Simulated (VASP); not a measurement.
Input:

```yaml
crystal:
  lattice:
    - [0.00000, 3.03151, 3.03151]
    - [3.03151, 0.00000, 3.03151]
    - [3.03151, 3.03151, 0.00000]
  atoms:
    - { symbol: Dy, position: [0.00000, 0.00000, 0.00000] }
    - { symbol: Te, position: [0.50000, 0.50000, 0.50000] }
```

Calculation: PBEsol GGA, VASP's PBE PAW potentials (set 64) (plane waves; VASP). Numerical set-up: 400 eV cut-off, 12×12×12 Γ-centred mesh, tetrahedra with Blöchl corrections, potentials Dy_3 Te.

The 4f electrons are frozen in the core of the lanthanide potential, so 4f levels, which can set the real gap, and their magnetism are missing.  Unless said otherwise, spin-orbit coupling is left out, though it shifts the bands of the heavy elements here.

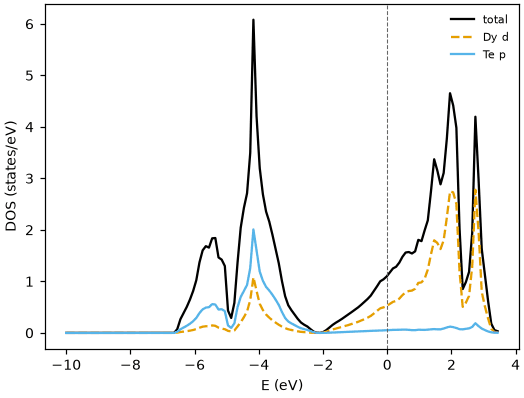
Total and projected density of states, zero at the Fermi level

Within 2 eV below the Fermi level the largest weight inside VASP's projection spheres is Dy d.

It has no gap at this level: it comes out as a metal or semimetal.

The structure comes from a measured DyTe entry (Fm-3m) of the Crystallography Open Database, whose conditions weren't checked. It was relaxed first. The electron count is odd and the run is not spin-polarised, which forces a metal.
